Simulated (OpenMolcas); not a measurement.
# PBE50/aug-pcseg-1 (RICD fitting) run of C6H10 (SMILES C#CC(C)(C)C)

What is the vertical electron affinity of C6H10 at PBE50/aug-pcseg-1 (RICD fitting)? 

The results are computed with OpenMolcas 26.06.

## Step 1: The structure to begin with

The species is C6H10 (16 atoms), meant as a singlet with charge 0. As SMILES, `C#CC(C)(C)C`. Geometry: relaxed at GFN2-xTB.

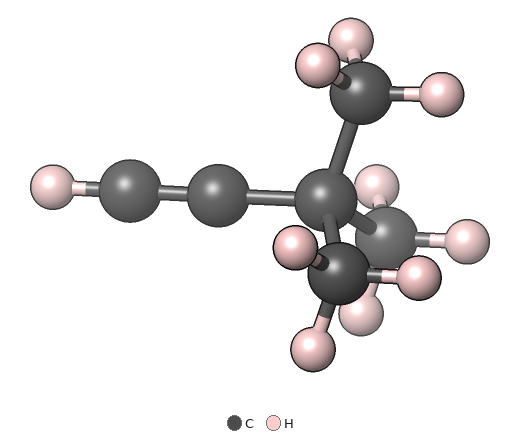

Viewed from a chosen angle; carbon dark grey, hydrogen pink.

## Step 2: Energy and gradient at PBE50/aug-pcseg-1 (RICD fitting)

The input, job.input:

```
* C6H10 Kohn-Sham DFT
>>> EXPORT MOLCAS_PRINT=2
&GATEWAY
BasLib = $CurrDir
Coord
16
bohr
C      0.75110944     3.02133192    -3.81656647
C      0.39839206     1.62367158    -2.07474921
C     -0.01619495    -0.05826026     0.06604593
C      1.26093865     1.07954384     2.40471429
C      1.13585768    -2.64814881    -0.53520823
C     -2.86582636    -0.32047865     0.51723694
H      1.05624352     4.24260523    -5.34756588
H      0.97908600    -0.14624590     4.03167400
H      0.46891664     2.92909439     2.82805073
H      3.28047007     1.29786390     2.08625764
H      0.25571774    -3.45712166    -2.20827726
H      0.84946969    -3.93212322     1.04526421
H      3.15436864    -2.47440739    -0.88516661
H     -3.78914654    -1.10121900    -1.14583544
H     -3.21672960    -1.57007895     2.11250594
H     -3.70265378     1.51395408     0.92160053
Basis = aug-pcseg-1
Group = NoSym
RICD
&SEWARD
GridInput
Grid=Fine
End of Grid
&SCF
KSDFT = HYB_GGA_XC_PBE50
PrOrbitals = 1 1
&ALASKA
```

The basis set aug-pcseg-1 is read from a file made from the Basis Set Exchange's data (not shown).

Command:

```sh
$ export MOLCAS_MEM=1860
$ pymolcas job.input > job.log
```

Log:

```text
--- Start Module: gateway ---
[...]
--- Stop Module: gateway /rc=_RC_ALL_IS_WELL_ ---
[...]
      Basis functions          228
[...]
--- Start Module: scf ---
[...]
       Convergence after  12 Iterations
[...]
::    Total KS-DFT energy                            -234.3025701126
[...]
      Total spin, S                                     0.0000000000
[...]
      Total electronic charge=   46.000000
      Total            charge=   -0.000000
[...]
      Dipole Moment (debye):
      Origin of the operator (angstrom)=    0.0471    0.1912   -0.2437
                   X= -1.0998E-01               Y= -4.5430E-01               Z=  5.8868E-01           Total=  7.5169E-01
      Quadrupole Moment (debye*angstrom):
[...]
--- Stop Module: scf /rc=_RC_ALL_IS_WELL_ ---
[...]
--- Start Module: alaska ---
[...]
 *              Molecular gradients               *
 **************************************************
  Irreducible representation: a
 ------------------------------------------------------------------------------------------
                              X                       Y                       Z
 ------------------------------------------------------------------------------------------
  C1                1.59961739898140E-03    5.89276775788505E-03   -6.93066423986011E-03
  C2               -3.29137339215801E-04   -6.56475487494035E-04    1.09619572040032E-04
  C3                1.05728904677616E-03    4.50761950688516E-03   -5.29954036836067E-03
  C4                2.30711478548540E-03    1.53104094439460E-03    5.39863278240205E-03
  C5                2.07540958938579E-03   -5.81583555559373E-03   -2.33169264117539E-04
  C6               -5.51879560837598E-03   -1.29975197534327E-03    1.70090681043211E-03
  H7               -1.89997120804664E-03   -7.58117874992914E-03    9.55603472457156E-03
  H8                3.08030893631961E-04    9.90824477085095E-04   -1.06315231429743E-03
[...]
--- Stop Module: alaska /rc=_RC_ALL_IS_WELL_ ---
[...]
```

Run time: 93 s. Hardware: 1 thread of Arm Neoverse V1, shared host; peak memory 0.87 GiB.

## Step 3: The doublet anion

The input, job.inp:

```
* C6H10 Kohn-Sham DFT
&GATEWAY
BasLib
$CurrDir
Coord
16
bohr
C      0.75110944     3.02133192    -3.81656647
C      0.39839206     1.62367158    -2.07474921
C     -0.01619495    -0.05826026     0.06604593
C      1.26093865     1.07954384     2.40471429
C      1.13585768    -2.64814881    -0.53520823
C     -2.86582636    -0.32047865     0.51723694
H      1.05624352     4.24260523    -5.34756588
H      0.97908600    -0.14624590     4.03167400
H      0.46891664     2.92909439     2.82805073
H      3.28047007     1.29786390     2.08625764
H      0.25571774    -3.45712166    -2.20827726
H      0.84946969    -3.93212322     1.04526421
H      3.15436864    -2.47440739    -0.88516661
H     -3.78914654    -1.10121900    -1.14583544
H     -3.21672960    -1.57007895     2.11250594
H     -3.70265378     1.51395408     0.92160053
Basis
aug-pcseg-1
Group
NoSym
RICD
&SEWARD
GridInput
Grid=Fine
End of Grid
&SCF
UHF
Charge
-1
Spin
2
KSDFT
HYB_GGA_XC_PBE50
PrOrbitals
1 1
&ALASKA
```

The basis set aug-pcseg-1 is read from a file made from the Basis Set Exchange's data (not shown).

Command:

```sh
$ export MOLCAS_MEM=1860
$ pymolcas job.inp > job.log
```

Log:

```text
--- Start Module: gateway ---
[...]
--- Stop Module: gateway /rc=_RC_ALL_IS_WELL_ ---
[...]
      Basis functions          228
[...]
--- Start Module: scf ---
[...]
       Convergence after  23 Iterations
[...]
::    Total KS-DFT energy                            -234.2832728688
[...]
      Total spin, S                                     0.5000198497
[...]
      Total electronic charge=   47.000000
      Total            charge=   -1.000000
[...]
      Dipole Moment (debye):
      Origin of the operator (angstrom)=    0.0471    0.1912   -0.2437
                   X= -8.8999E-03               Y=  4.0178E-01               Z= -5.6560E-01           Total=  6.9384E-01
      Center of Charge (angstrom)
[...]
--- Stop Module: scf /rc=_RC_ALL_IS_WELL_ ---
[...]
--- Start Module: alaska ---
[...]
 *              Molecular gradients               *
 **************************************************
  Irreducible representation: a
 ------------------------------------------------------------------------------------------
                              X                       Y                       Z
 ------------------------------------------------------------------------------------------
  C1                1.32370883962718E-03    4.67456324751936E-03   -5.39409475371500E-03
  C2               -5.95149931292838E-06    5.65656790877611E-04   -1.38072814804246E-03
  C3                1.04551660705710E-03    4.58214940783819E-03   -5.45405401519261E-03
  C4                2.51934409197596E-03    1.89654603052311E-03    5.40135061525060E-03
  C5                2.27204188478014E-03   -5.88033514806785E-03   -6.12808295358480E-04
  C6               -5.78317682820906E-03   -1.08764273092321E-03    1.44719081466693E-03
  H7               -1.87159390242952E-03   -7.40084096521798E-03    9.29028002954091E-03
  H8                2.07611858027701E-04    7.82110114695200E-04   -1.11477793798276E-03
[...]
--- Stop Module: alaska /rc=_RC_ALL_IS_WELL_ ---
[...]
```

Wall time 4.9 min (1 thread of Arm Neoverse V1, shared host); peak memory 0.87 GiB.

## Step 4: Results

At PBE50/aug-pcseg-1 (RICD fitting):

```
                                         quantity          value
                      singlet C6H10: total energy  -234.30257 Eh
                     singlet C6H10: dipole moment         0.75 D
                       singlet C6H10: HOMO energy       -8.90 eV
                       singlet C6H10: LUMO energy        0.28 eV
                     singlet C6H10: HOMO–LUMO gap        9.18 eV
          singlet C6H10: largest force on an atom     0.635 eV/Å
                      doublet anion: total energy  -234.28327 Eh
doublet anion: HOMO energy (highest over α and β)        0.94 eV
 doublet anion: LUMO energy (lowest over α and β)        1.86 eV
                              doublet anion: ⟨S²⟩          0.750
          doublet anion: largest force on an atom     0.618 eV/Å
vertical electron affinity (to the doublet anion)      -0.525 eV
```

The anion lies 0.53 eV (12.1 kcal/mol) above the neutral: the electron isn't bound at this level, and such a value depends on the basis. The largest force (singlet C6H10) is 0.63 eV/Å: the shape isn't a stationary point for this species at this level. Mulliken charges (singlet C6H10) run from -3.44 on C3 to +0.95 on C2; in a basis this large or diffuse they mean little. The HOMO (doublet anion) lies at positive energy, 0.94 eV; only total energies tell whether the electron is bound.
